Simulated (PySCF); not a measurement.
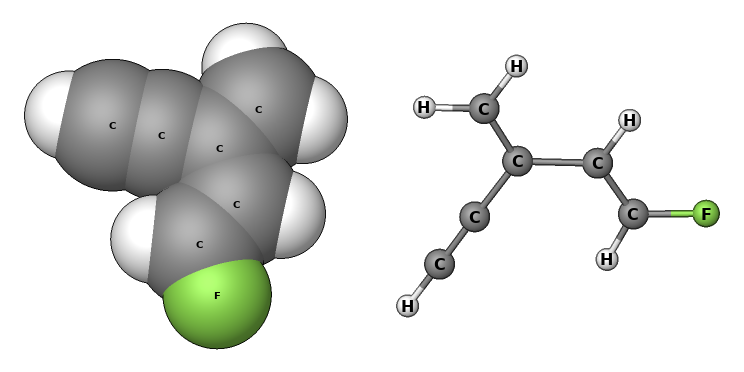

The same structure drawn twice, from different directions.

Question: Which formula does it have?

Answer: C₆H₅F, 12 atoms: 6 carbon, 5 hydrogen and 1 fluorine.

Question: Name some functional groups or characteristic bonds that it holds.

Answer: Among them: alkene, alkyne, C–F bond.

More results for the same structure follow; atom numbers are the same in all pictures, views and colours differ. The computed structure is the end point of a PBE0-D3(BJ)/def2-SVP optimisation. No frequency run is at hand to confirm it as a minimum.

Symmetry

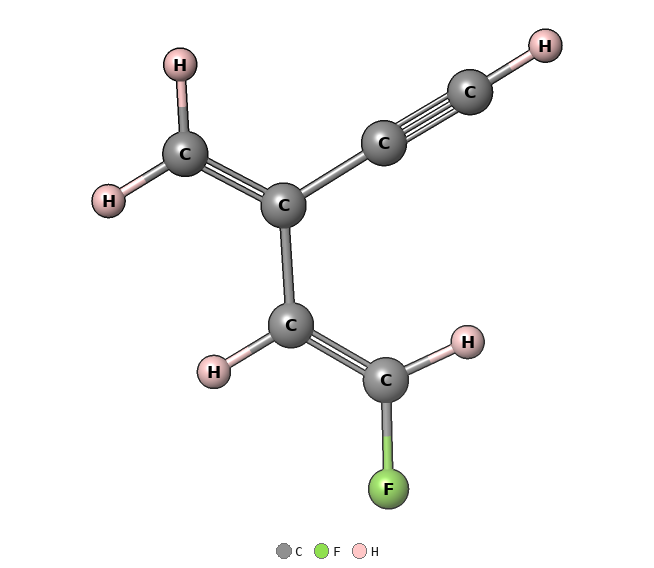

All atoms lie in one plane, which faces the viewer. No frequency run is at hand to confirm it as a minimum.

Question: Which symmetry elements does this geometry have?

Answer: It has 1 mirror plane, so the point group is Cs. The group has 2 operations. The geometry is achiral, and symmetry allows a dipole moment.

Charges

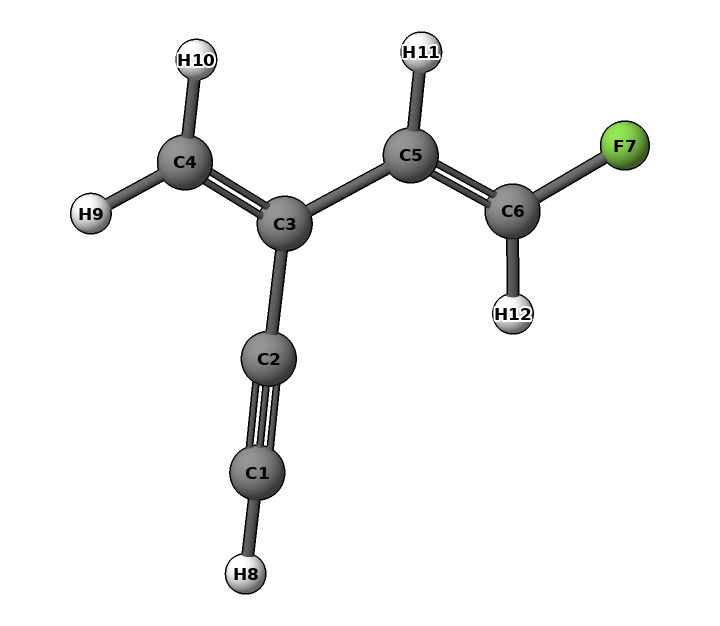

The questions are on IAO charges. No frequency run is at hand to confirm it as a minimum. Method: PBE0/def2-SVP, gas phase (PySCF 2.14.0).

Question: Which atom carries the highest charge (most positive or least negative)?

Answer: H8 (0.20 e).

Question: And the lowest?

Answer: C4 (−0.28 e).

List the IAO charges.

```json
{"atom": "C1", "value (e)": "−0.22"}
{"atom": "C2", "value (e)": "−0.03"}
{"atom": "C3", "value (e)": "0.00"}
{"atom": "C4", "value (e)": "−0.28"}
{"atom": "C5", "value (e)": "−0.20"}
{"atom": "C6", "value (e)": "0.16"}
{"atom": "F7", "value (e)": "−0.25"}
{"atom": "H8", "value (e)": "0.20"}
{"atom": "H9", "value (e)": "0.16"}
{"atom": "H10", "value (e)": "0.15"}
{"atom": "H11", "value (e)": "0.16"}
{"atom": "H12", "value (e)": "0.15"}
```

NMR shielding

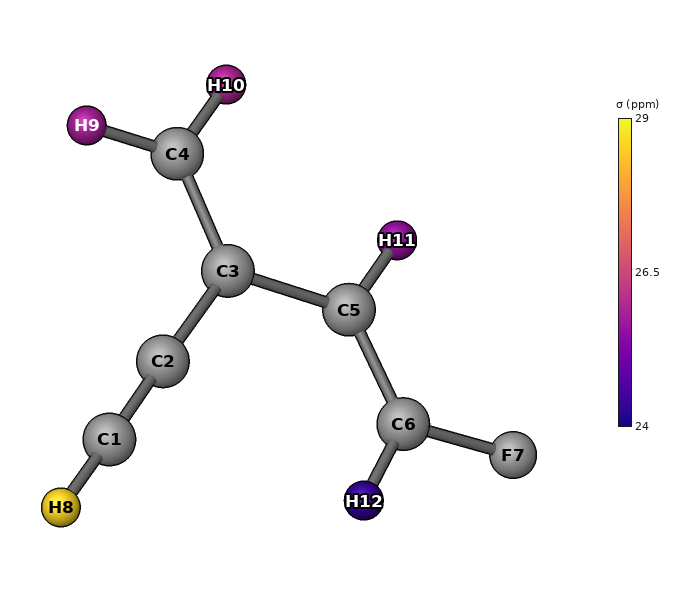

Atoms are coloured by their isotropic NMR shieldings (H only, the others grey). No frequency run is at hand to confirm it as a minimum. Method: GIAO PBE0/def2-SVP NMR shielding, non-relativistic, gas phase (PySCF 2.14.0).

Question: Which H atom is the most shielded (lowest chemical shift)?

Answer: H8 (28.57 ppm).

Question: Which H atom is the least shielded (highest chemical shift)?

Answer: H12 (24.37 ppm).

Question: How wide is the range of H shifts?

Answer: 4.20 ppm.

Give the isotropic NMR shieldings of the H atoms atom by atom.

```tsv
atom	σ (ppm)
H8	28.57
H9	25.82
H10	25.92
H11	25.59
H12	24.37
```

Bond orders

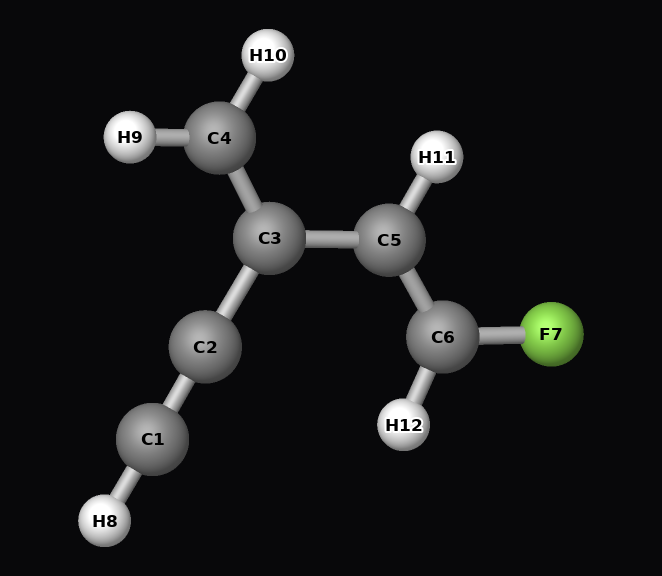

Every bond is drawn as one stick. No frequency run is at hand to confirm it as a minimum. Computed with PBE0/cc-pVTZ (PySCF 2.14.0).

Question: Which bond has the highest Mayer bond order?

Answer: C1–C2, 2.59, at a length of 1.213 Å.

List the Mayer bond orders of C1–C2, C1–H8, C2–C3, C3–C4, C3–C5, C4–H9, C4–H10, C5–C6, C5–H11, C6–F7, C6–H12.

| bond | Mayer order | length (Å) |
| --- | --- | --- |
| C1–C2 | 2.59 | 1.213 |
| C1–H8 | 0.97 | 1.074 |
| C2–C3 | 1.10 | 1.435 |
| C3–C4 | 1.70 | 1.350 |
| C3–C5 | 1.02 | 1.463 |
| C4–H9 | 0.97 | 1.091 |
| C4–H10 | 0.97 | 1.093 |
| C5–C6 | 1.74 | 1.335 |
| C5–H11 | 0.95 | 1.093 |
| C6–F7 | 1.12 | 1.325 |
| C6–H12 | 0.97 | 1.094 |
